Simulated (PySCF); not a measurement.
Breaking a bond: SMILES N (H3N). The N1–H4 bond (N1 also carries H, H; H4 carries nothing else) is stretched with both fragments frozen at the PBE0/def2-TZVP optimised geometry.

RKS-LDA (SVWN5) = PySCF with restricted LDA (SVWN5)/cc-pVTZ; UKS-M06-2X = unrestricted M06-2X/cc-pVTZ run with PySCF; RHF/cc-pVTZ (PySCF).

Magnitude of the dipole moment (D; its direction can reverse along the curve, and a method can change to another solution) and Mulliken charge of the fragment that holds N1:

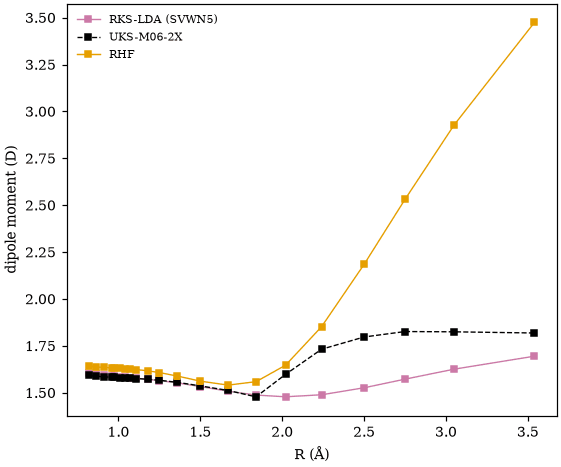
Dipole moment against bond length.

```tsv
R / Å	μ RKS-LDA (SVWN5)	q RKS-LDA (SVWN5)	μ UKS-M06-2X	q UKS-M06-2X	μ RHF	q RHF
0.82	1.60	-0.15	1.59	-0.17	1.64	-0.17
0.86	1.60	-0.15	1.59	-0.17	1.64	-0.17
0.91	1.59	-0.15	1.59	-0.17	1.64	-0.17
0.96	1.59	-0.16	1.58	-0.18	1.63	-0.17
0.97	1.59	-0.16	1.58	-0.18	1.63	-0.17
1.01	1.58	-0.16	1.58	-0.18	1.63	-0.16
1.04	1.58	-0.16	1.58	-0.18	1.63	-0.16
1.07	1.58	-0.16	1.58	-0.18	1.63	-0.16
1.11	1.58	-0.16	1.58	-0.18	1.62	-0.16
1.18	1.57	-0.17	1.57	-0.18	1.62	-0.16
1.25	1.56	-0.17	1.57	-0.18	1.61	-0.15
1.36	1.55	-0.16	1.56	-0.17	1.59	-0.14
1.50	1.53	-0.15	1.54	-0.15	1.56	-0.12
1.67	1.51	-0.13	1.51	-0.13	1.54	-0.09
1.84	1.49	-0.11	1.48	-0.10	1.56	-0.06
2.02	1.48	-0.09	1.60	-0.03	1.65	-0.02
2.24	1.49	-0.06	1.73	0.00	1.85	0.03
2.50	1.53	-0.04	1.80	0.01	2.18	0.07
2.75	1.57	-0.03	1.83	0.01	2.53	0.09
3.05	1.63	-0.02	1.82	0.00	2.93	0.12
3.54	1.69	-0.01	1.82	0.00	3.47	0.13
```

The restricted form behind RKS-LDA (SVWN5), RHF keeps the bonding electrons paired and can't separate into open-shell fragments. The unrestricted determinant behind UKS-M06-2X is spin-contaminated at 1.84 to 3.54 Å (<S²> up to 1.0, against 0.00 for a pure singlet).
